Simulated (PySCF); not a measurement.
# One shape, several levels: C3H10BN (SMILES CC(C)BN)

Aim: a comparison of 5 runs (HF/STO-3G, HF/3-21G, HF/6-31+G*, HF/def2-SVP, B3LYP/6-31G*) of C3H10BN. The job is set up through a Python script.

The calculation is run with PySCF 2.14.0.

### Step 1. The system as given

The species is C3H10BN (15 atoms), meant as a singlet with charge 0. As SMILES, `CC(C)BN`. The coordinates come from a PBE0-D4/def2-TZVP relaxation. This is one conformer, not always the lowest.

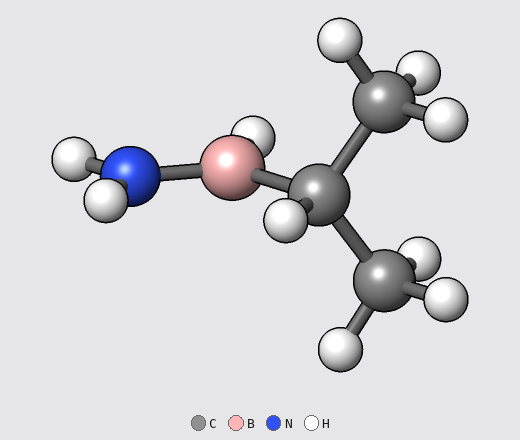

The structure, seen from a chosen angle (carbon grey, boron pink, nitrogen blue, hydrogen white).

### Step 2. Energy and gradient at HF/STO-3G (run 1)

input.py

```python
import pyscf.grad
from pyscf import gto, scf

system = gto.M(
    atom=[
    ('C', (-0.780400, -1.413200, -0.357500)),
    ('C', (0.171500, -0.341500, 0.175100)),
    ('C', (1.489100, -0.369000, -0.600600)),
    ('B', (-0.494500, 1.083000, 0.069400)),
    ('N', (-0.735700, 1.875700, 1.185800)),
    ('H', (-1.036200, -1.220800, -1.403900)),
    ('H', (-0.324000, -2.407300, -0.307600)),
    ('H', (-1.715400, -1.448000, 0.208300)),
    ('H', (0.390700, -0.572600, 1.227300)),
    ('H', (2.208200, 0.357200, -0.212000)),
    ('H', (1.955800, -1.358400, -0.552000)),
    ('H', (1.323500, -0.135000, -1.656800)),
    ('H', (-0.814200, 1.523100, -1.004500)),
    ('H', (-1.158400, 2.786500, 1.136000)),
    ('H', (-0.502000, 1.589400, 2.122200)),
],
    basis='sto-3g',
    max_memory=1860,
    charge=0,
    verbose=3,
)

hf = scf.RHF(system)
hf.conv_tol = 1e-10
hf.kernel()
if not hf.converged:
    hf = hf.newton().run(hf.mo_coeff, hf.mo_occ)

etot = hf.e_tot
print('E(%s) = %.9f' % ('HF', etot))
grad = hf.Gradients().kernel()
dip = hf.dip_moment()
pop, q = hf.mulliken_pop()
```

Started as:

```bash
OMP_NUM_THREADS=1 python input.py
```

The log of the run:

```text
converged SCF energy = -196.212394117408
E(HF) = -196.212394117
--------------- RHF gradients ---------------
         x                y                z
0 C     0.0128011721     0.0175448061     0.0101294252
1 C    -0.0009271394    -0.0031616094    -0.0219619096
2 C    -0.0194908304     0.0026814437     0.0137620189
3 B     0.0144395435    -0.0283683713     0.0130721855
4 N    -0.0065315085     0.0202557142     0.0251074101
5 H    -0.0017739806     0.0011872010    -0.0065939701
6 H     0.0028761278    -0.0062918505    -0.0002494403
7 H    -0.0057247496    -0.0010553623     0.0020096786
8 H     0.0012340197    -0.0006213833     0.0086769008
9 H     0.0047577039     0.0037618519     0.0008649853
10 H     0.0028693419    -0.0063207357    -0.0002640948
11 H    -0.0009429832     0.0016014646    -0.0068087912
12 H    -0.0071484813     0.0099314923    -0.0235743950
13 H     0.0058014544    -0.0128632789    -0.0010793106
14 H    -0.0022396901     0.0017186176    -0.0130906928
----------------------------------------------
Dipole moment(X, Y, Z, Debye): -0.26048,  0.88799,  1.33742
 ** Mulliken pop  **
pop of  0 C 1s            1.99207
pop of  0 C 2s            1.18633
pop of  0 C 2px           0.99542
pop of  0 C 2py           0.98919
pop of  0 C 2pz           1.00800
pop of  1 C 1s            1.99181
pop of  1 C 2s            1.18175
pop of  1 C 2px           0.94991
pop of  1 C 2py           1.05156
pop of  1 C 2pz           0.95879
pop of  2 C 1s            1.99207
pop of  2 C 2s            1.18636
pop of  2 C 2px           0.97980
pop of  2 C 2py           1.00932
pop of  2 C 2pz           1.00344
pop of  3 B 1s            1.99070
pop of  3 B 2s            0.86765
pop of  3 B 2px           0.39171
pop of  3 B 2py           0.66414
pop of  3 B 2pz           0.72915
pop of  4 N 1s            1.99471
pop of  4 N 2s            1.47738
pop of  4 N 2px           1.60877
pop of  4 N 2py           1.23855
pop of  4 N 2pz           1.17431
pop of  5 H 1s            0.94751
pop of  6 H 1s            0.95044
pop of  7 H 1s            0.95227
pop of  8 H 1s            0.96849
pop of  9 H 1s            0.95225
pop of  10 H 1s           0.95043
pop of  11 H 1s           0.94755
pop of  12 H 1s           1.09559
pop of  13 H 1s           0.80946
pop of  14 H 1s           0.81310
 ** Mulliken atomic charges  **
charge of    0C =     -0.17101
charge of    1C =     -0.13382
charge of    2C =     -0.17100
charge of    3B =      0.35665
charge of    4N =     -0.49373
charge of    5H =      0.05249
charge of    6H =      0.04956
charge of    7H =      0.04773
charge of    8H =      0.03151
charge of    9H =      0.04775
charge of   10H =      0.04957
charge of   11H =      0.05245
charge of   12H =     -0.09559
charge of   13H =      0.19054
charge of   14H =      0.18690
```

Run time: 5.7 s. Hardware: 1 thread of Intel Xeon at 2.50GHz (Skylake/Cascade Lake), shared host; peak memory 0.12 GiB.

### Step 3. Energy and gradient at HF/3-21G (run 2)

job.py

```python
import pyscf.grad
from pyscf import gto, scf

mol = gto.M(
    atom='''
C     -0.780400    -1.413200    -0.357500
C      0.171500    -0.341500     0.175100
C      1.489100    -0.369000    -0.600600
B     -0.494500     1.083000     0.069400
N     -0.735700     1.875700     1.185800
H     -1.036200    -1.220800    -1.403900
H     -0.324000    -2.407300    -0.307600
H     -1.715400    -1.448000     0.208300
H      0.390700    -0.572600     1.227300
H      2.208200     0.357200    -0.212000
H      1.955800    -1.358400    -0.552000
H      1.323500    -0.135000    -1.656800
H     -0.814200     1.523100    -1.004500
H     -1.158400     2.786500     1.136000
H     -0.502000     1.589400     2.122200
''',
    max_memory=1860,
    verbose=3,
    spin=0,
    basis='3-21g',
)

calc0 = scf.RHF(mol)
calc0.conv_tol = 1e-10
calc0.kernel()
if not calc0.converged:
    calc0 = calc0.newton().run(calc0.mo_coeff, calc0.mo_occ)

etot = calc0.e_tot
print('E(%s) = %.9f' % ('HF', etot))
grad = calc0.Gradients().kernel()
calc0.analyze()
```

Started as:

```bash
OMP_NUM_THREADS=1 python job.py
```

The log of the run:

```text
converged SCF energy = -197.515561053897
[... 10 lines left out ...]
MO #1   energy= -15.4700412477596  occ= 2
[... 7 lines left out ...]
MO #9   energy= -0.795572198968314 occ= 2
[... 7 lines left out ...]
MO #17  energy= -0.465352007845697 occ= 2
[... 7 lines left out ...]
MO #25  energy= 0.331924996030776  occ= 0
[... 7 lines left out ...]
MO #33  energy= 0.457289437019494  occ= 0
[... 7 lines left out ...]
MO #41  energy= 0.990681453401526  occ= 0
[... 7 lines left out ...]
MO #49  energy= 1.31626163586839   occ= 0
[... 7 lines left out ...]
MO #57  energy= 1.48852107754715   occ= 0
[... 7 lines left out ...]
MO #65  energy= 2.79458574488508   occ= 0
[... 16 lines left out ...]
Dipole moment(X, Y, Z, Debye): -0.24497,  0.91572,  1.59112
```

Run time: 6.9 s. Hardware: 1 thread of Intel Xeon at 2.50GHz (Skylake/Cascade Lake), shared host; peak memory 0.14 GiB.

Runs 3 to 4 aren't shown in full; the table further down has their settings and results.

### Step 4. Energy and gradient at B3LYP/6-31G(d) (Cartesian functions) (run 5)

input.py, as its differences from that of step 2:

```diff
@@ -1,3 +1,3 @@
 import pyscf.grad
-from pyscf import gto, scf
+from pyscf import gto, dft
 
@@ -21,18 +21,20 @@
 ],
-    basis='sto-3g',
     max_memory=1860,
+    verbose=4,
+    cart=True,
+    basis='6-31g*',
     charge=0,
-    verbose=3,
 )
 
-hf = scf.RHF(system)
-hf.conv_tol = 1e-10
-hf.kernel()
-if not hf.converged:
-    hf = hf.newton().run(hf.mo_coeff, hf.mo_occ)
+mf = dft.RKS(system, xc='b3lyp')
+mf.conv_tol = 1e-10
+mf.grids.level = 5
+mf.kernel()
+if not mf.converged:
+    mf = mf.newton().run(mf.mo_coeff, mf.mo_occ)
 
-etot = hf.e_tot
-print('E(%s) = %.9f' % ('HF', etot))
-grad = hf.Gradients().kernel()
-dip = hf.dip_moment()
-pop, q = hf.mulliken_pop()
+e_tot = mf.e_tot
+print('E = %.10f Eh' % e_tot)
+grad = mf.Gradients().kernel()
+dip = mf.dip_moment()
+pop, q = mf.mulliken_pop()
```

Started as:

```bash
OMP_NUM_THREADS=1 python input.py
```

The log of the run:

```text
PySCF version 2.14.0

[... 84 lines left out ...]
converged SCF energy = -199.990534934758
[... 13 lines left out ...]
Dipole moment(X, Y, Z, Debye): -0.25451,  0.94144,  1.61234
[... 111 lines left out ...]
charge of   14H =      0.31632
```

Run time: 1.7 min. Hardware: 1 thread of Intel Xeon at 2.50GHz (Skylake/Cascade Lake), shared host; peak memory 0.98 GiB.

### Step 5. All runs side by side

| run | level | Cartesian functions | integration grid | energy (Eh) | dipole moment (D) | HOMO energy (eV) | LUMO energy (eV) | wall time |
| --- | --- | --- | --- | --- | --- | --- | --- | --- |
| 1 | HF/STO-3G | no | – | -196.212394 | 1.63 | -9.94 | 9.25 | 5.7 s |
| 2 | HF/3-21G | no | – | -197.515561 | 1.85 | -11.08 | 5.27 | 6.9 s |
| 3 | HF/6-31+G* (spherical functions) | no | – | -198.605979 | 1.59 | -11.33 | 1.53 | 47 s |
| 4 | HF/def2-SVP | no | – | -198.465638 | 1.74 | -11.30 | 4.65 | 48 s |
| 5 | B3LYP/6-31G* (Cartesian functions) | yes | 5 | -199.990535 | 1.88 | -7.48 | 1.07 | 1.7 min |

### Step 6. What came out

| quantity | value |
| --- | --- |
| run 5: total energy | -199.99053 Eh |
| run 5: dipole moment | 1.88 D |
| run 5: HOMO energy | -7.48 eV |
| run 5: LUMO energy | 1.07 eV |
| run 5: HOMO–LUMO gap | 8.55 eV |
| run 5: largest force on an atom | 0.259 eV/Å |

What this shows: The dipole moment (its size) runs from 1.59 D (HF/6-31+G*) to 1.88 D (B3LYP/6-31G*). The two ends differ in method and basis. The HOMO–LUMO gap runs from 8.55 eV (B3LYP/6-31G*) to 19.19 eV (HF/STO-3G). In run 1 the basis is minimal, so the values are rough. All runs together took 3.5 min, the longest 1.7 min.
